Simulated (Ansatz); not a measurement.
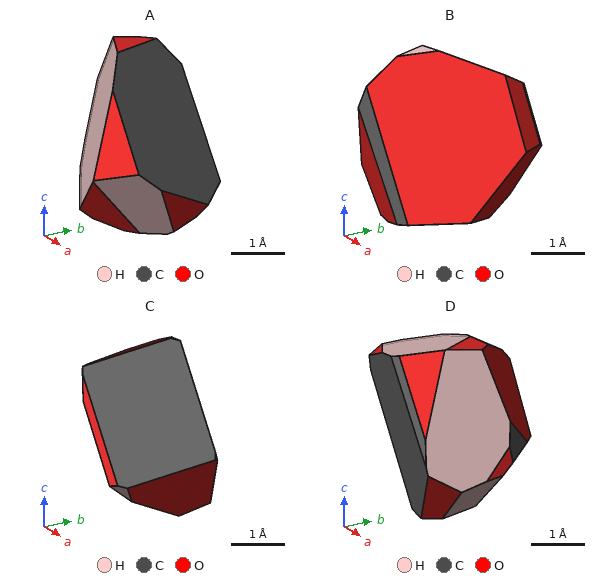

Computed Voronoi cells of the 4 sites of this structure, drawn to one scale and in one orientation; each face has the colour of the neighbour behind it.

HCO2, space group Pbca (No. 61), a = 6.093 Å, b = 7.641 Å, c = 6.524 Å, α = 90.00°, β = 90.00°, γ = 90.00°

```json
{"site": "H", "Wyckoff": "8c", "x": "0.8463", "y": "0.3007", "z": "0.4032"}
{"site": "C", "Wyckoff": "8c", "x": "0.9168", "y": "0.0568", "z": "0.4414"}
{"site": "O1", "Wyckoff": "8c", "x": "0.7703", "y": "0.9938", "z": "0.3383"}
{"site": "O2", "Wyckoff": "8c", "x": "0.9557", "y": "0.2222", "z": "0.4701"}
```

Origin: coordinates from a relaxation with DFT r2SCAN, scalar-relativistic, plane waves, PAW in Ansatz.

> Which cell belongs to which site?

A is O1 (16 faces above 1 % of the solid angle, 11.7 Å³, facing C 43 %, H 40 %, O 17 %); B is H (10 faces above 1 % of the solid angle, 10.1 Å³, mostly facing O); C is C (7 faces above 1 % of the solid angle, 6.7 Å³, mostly facing O); D is O2 (10 faces above 1 % of the solid angle, 9.4 Å³, facing H 55 %, C 30 %, O 15 %).
